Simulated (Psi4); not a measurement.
# SiHCl2OF (SMILES O[Si](F)(Cl)Cl): B3LYP/6-31G(d) (spherical functions)

What is the vertical ionisation energy of SiHCl2OF at B3LYP/6-31G* (spherical functions)? 

Program for the calculation: Psi4 1.11.

### 1 Starting point

SiHCl2OF: 6 atoms, total charge 0, spin state singlet. As SMILES, `O[Si](F)(Cl)Cl`. Geometry: relaxed at PBE0-D4/def2-TZVP. This is one conformer, not always the lowest.

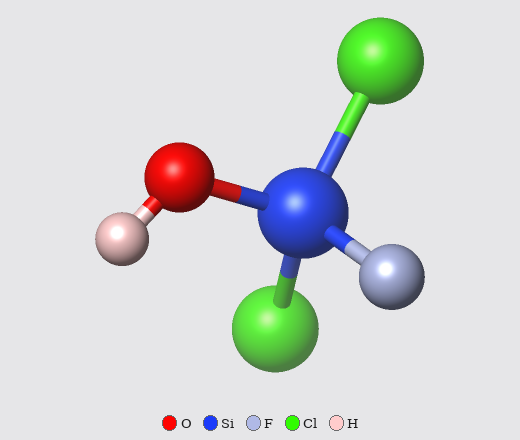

The structure, seen from a chosen angle (oxygen red, silicon blue, fluorine light blue, chlorine green, hydrogen pink).

### 2 The energy at B3LYP/6-31G(d) (spherical functions)

Contents of cl2fhosi.dat:

```
memory 2.2 GB

molecule geom {
  0 1
  O     -0.507700     0.453700     1.122500
  Si     0.219500     0.013400    -0.247400
  F      1.583200    -0.726700     0.044400
  Cl    -0.921300    -1.272900    -1.319600
  Cl     0.618000     1.683900    -1.294500
  H     -0.949600    -0.215500     1.648500
  symmetry c1
  no_reorient
  no_com
}

set {
  basis                6-31G*
  puream               true
  e_convergence        1e-09
  d_convergence        1e-08
  scf_type             pk
  dft_radial_points    99
  dft_spherical_points 590
}

energy_value, wavefunction = energy('b3lyp', return_wfn=True)
oeprop(wavefunction, 'LOWDIN_CHARGES', 'QUADRUPOLE', 'MULLIKEN_CHARGES', title='B3LYP')
```

On the command line:

```bash
$ psi4 cl2fhosi.dat cl2fhosi.out -n 1
```

cl2fhosi.out, cut to the lines that bear on the results:

```text
[...]
  Running in c1 symmetry.
[...]
  Nuclear repulsion =  382.547113407934035
[...]
  Multiplicity = 1
[...]
  Nalpha       = 33
  Nbeta        = 33
[...]
    Number of basis functions: 84
[...]
   @RKS iter   1: -1385.54650594087298    2.26958e-02   8.69835e-03 DIIS/ADIIS
[...]
   @RKS iter  11: -1385.74636399714177   -1.68257e-11   9.93821e-09 DIIS
[...]
    Orbital Energies [Eh]
    ---------------------
    Doubly Occupied:
       1A   -101.542477     2A   -101.540659     3A    -66.259152
       4A    -24.715939     5A    -19.187838     6A     -9.477969
       7A     -9.476143     8A     -7.238478     9A     -7.236854
      10A     -7.232249    11A     -7.232019    12A     -7.230245
      13A     -7.230160    14A     -5.405079    15A     -3.764726
      16A     -3.764330    17A     -3.763324    18A     -1.217790
      19A     -1.054892    20A     -0.868221    21A     -0.846142
      22A     -0.607276    23A     -0.541899    24A     -0.485954
      25A     -0.481672    26A     -0.454526    27A     -0.423280
      28A     -0.397777    29A     -0.386532    30A     -0.369499
      31A     -0.350154    32A     -0.345755    33A     -0.339016
[...]
  @RKS Final Energy: -1385.74636399714177
   => Energetics <=
    Nuclear Repulsion Energy =            382.5471134079340345
    One-Electron Energy =               -2677.9066483558490290
    Two-Electron Energy =                 987.8825091165765571
    DFT Exchange-Correlation Energy =     -78.2693381658031342
    Empirical Dispersion Energy =           0.0000000000000000
    VV10 Nonlocal Energy =                  0.0000000000000000
    Total Energy =                      -1385.7463639971417706
[...]
 Multipole Moments:
 ------------------------------------------------------------------------------------
     Multipole            Electronic (a.u.)      Nuclear  (a.u.)        Total (a.u.)
 ------------------------------------------------------------------------------------
 L = 1.  Multiply by 2.5417464519 to convert [e a0] to [Debye]
 Dipole X            :        -13.9526353           13.5200456           -0.4325897
 Dipole Y            :         -8.0059720            7.6503672           -0.3556047
 Dipole Z            :         70.2620358          -69.6840288            0.5780070
 Magnitude           :                                                    0.8047861
 L = 2.  Multiply by 1.3450342976 to convert [e a0^2] to [Debye ang]
 Quadrupole XX       :       -204.4867730          168.2658567          -36.2209162
 Quadrupole XY       :        -90.7499177           91.6899699            0.9400523
[...]
  Mulliken Charges: (a.u.)
   Center  Symbol    Alpha    Beta     Spin     Total
       1     O     4.32644  4.32644  0.00000 -0.65288
       2    SI     6.52998  6.52998  0.00000  0.94005
       3     F     4.67072  4.67072  0.00000 -0.34144
       4    CL     8.60609  8.60609  0.00000 -0.21219
       5    CL     8.59214  8.59214  0.00000 -0.18428
       6     H     0.27463  0.27463  0.00000  0.45074
   Total alpha = 33.00000, Total beta = 33.00000, Total charge = -0.00000
  Lowdin Charges: (a.u.)
   Center  Symbol    Alpha    Beta     Spin     Total
[...]
```

Wall time 7.8 s (1 thread of Intel Xeon 6975P-C (Granite Rapids), shared host); peak memory 0.94 GiB.

### 3 The doublet cation at the same level

Contents of cl2fhosi.xyz:

```xyz
6
Cl2FHOSi
O     -0.507700     0.453700     1.122500
Si     0.219500     0.013400    -0.247400
F      1.583200    -0.726700     0.044400
Cl    -0.921300    -1.272900    -1.319600
Cl     0.618000     1.683900    -1.294500
H     -0.949600    -0.215500     1.648500
```

Contents of job.py:

```python
import psi4

psi4.set_memory(2200000000)
psi4.set_num_threads(1)
psi4.set_output_file('run.log', False)

with open('cl2fhosi.xyz') as f:
    atoms = ''.join(f.readlines()[2:])
molecule = psi4.geometry('1 2\n' + atoms + 'symmetry c1\nno_reorient\nno_com')

psi4.set_options({
    'reference': 'uks',
    'puream': True,
    'e_convergence': 1e-09,
    'd_convergence': 1e-08,
    'scf_type': 'pk',
    'dft_radial_points': 99,
    'dft_spherical_points': 590,
    'maxiter': 100,
})

energy_value, wavefunction = psi4.energy('b3lyp/6-31G*', return_wfn=True)
print(f'b3lyp/6-31G* energy: {energy_value:.10f} Eh')
for k, v in sorted(psi4.core.scalar_variables().items()):
    print(f'{k:45s} {v:18.10f}')
```

On the command line:

```bash
$ python job.py
```

run.log, cut to the lines that bear on the results:

```text
[...]
  Running in c1 symmetry.
[...]
  Nuclear repulsion =  382.547113407934035
[...]
  Multiplicity = 2
[...]
  Nalpha       = 33
  Nbeta        = 32
[...]
    Number of basis functions: 84
[...]
   @UKS iter   1: -1385.12316008610628    4.46042e-01   8.50049e-03 ADIIS/DIIS
[...]
   @UKS iter  23: -1385.31576362754367   -4.09273e-12   7.35673e-09 DIIS
[...]
   @S^2 Observed:                7.542737832E-01
[...]
  @UKS Final Energy: -1385.31576362754367
   => Energetics <=
    Nuclear Repulsion Energy =            382.5471134079340345
    One-Electron Energy =               -2661.9113165459452830
    Two-Electron Energy =                 972.0088131863567469
    DFT Exchange-Correlation Energy =     -77.9603736758891017
    Empirical Dispersion Energy =           0.0000000000000000
    VV10 Nonlocal Energy =                  0.0000000000000000
    Total Energy =                      -1385.3157636275436744
  UHF NO Occupations:
  HONO-2 :   31  A 1.9994182
  HONO-1 :   32  A 1.9988690
[...]
 Multipole Moments:
 ------------------------------------------------------------------------------------
     Multipole            Electronic (a.u.)      Nuclear  (a.u.)        Total (a.u.)
 ------------------------------------------------------------------------------------
 L = 1.  Multiply by 2.5417464519 to convert [e a0] to [Debye]
 Dipole X            :        -14.1536801           13.5200456           -0.6336346
 Dipole Y            :         -7.6841615            7.6503672           -0.0337943
 Dipole Z            :         68.7902815          -69.6840288           -0.8937474
 Magnitude           :                                                    1.0960927
[...]
```

Standard output:

```text
b3lyp/6-31G* energy: -1385.3157636275 Eh
CURRENT ENERGY                                  -1385.3157636275
CURRENT REFERENCE ENERGY                        -1385.3157636275
DD SOLVATION ENERGY                                 0.0000000000
DFT FUNCTIONAL TOTAL ENERGY                     -1385.3157636275
DFT TOTAL ENERGY                                -1385.3157636275
DFT VV10 ENERGY                                     0.0000000000
DFT XC ENERGY                                     -77.9603736759
GRID ELECTRONS ALPHA                               32.9999995938
GRID ELECTRONS BETA                                31.9999994408
GRID ELECTRONS TOTAL                               64.9999990347
NUCLEAR REPULSION ENERGY                          382.5471134079
ONE-ELECTRON ENERGY                             -2661.9113165459
PCM POLARIZATION ENERGY                             0.0000000000
PE ENERGY                                           0.0000000000
SCF ITERATION ENERGY                            -1385.3157636275
SCF ITERATIONS                                     23.0000000000
SCF TOTAL ENERGY                                -1385.3157636275
TWO-ELECTRON ENERGY                               972.0088131864
XC GRID RADIAL POINTS                              99.0000000000
XC GRID SPHERICAL POINTS                          590.0000000000
XC GRID TOTAL POINTS                           330912.0000000000
```

Wall time 20 s (1 thread of Intel Xeon 6975P-C (Granite Rapids), shared host); peak memory 0.94 GiB.

### 4 Outcome

Level: B3LYP/6-31G* (spherical functions).

| quantity | value |
| --- | --- |
| singlet SiHCl2OF: total energy | -1385.74636 Eh |
| singlet SiHCl2OF: dipole moment | 2.05 D |
| singlet SiHCl2OF: HOMO energy | -9.23 eV |
| singlet SiHCl2OF: LUMO energy | 0.08 eV |
| singlet SiHCl2OF: HOMO–LUMO gap | 9.30 eV |
| doublet cation: total energy | -1385.31576 Eh |
| doublet cation: HOMO energy (highest over α and β) | -15.52 eV |
| doublet cation: LUMO energy (lowest over α and β) | -14.17 eV |
| doublet cation: ⟨S²⟩ | 0.754 |
| vertical ionisation energy (to the doublet cation) | 11.717 eV |

What this shows: The vertical ionisation energy comes to 11.72 eV (270 kcal/mol). −ε(HOMO) before ionisation, 9.23 eV, is 2.49 eV below this ionisation energy. With no_com the log's rotational constants are taken about the origin, not the centre of mass, so they aren't the molecule's.
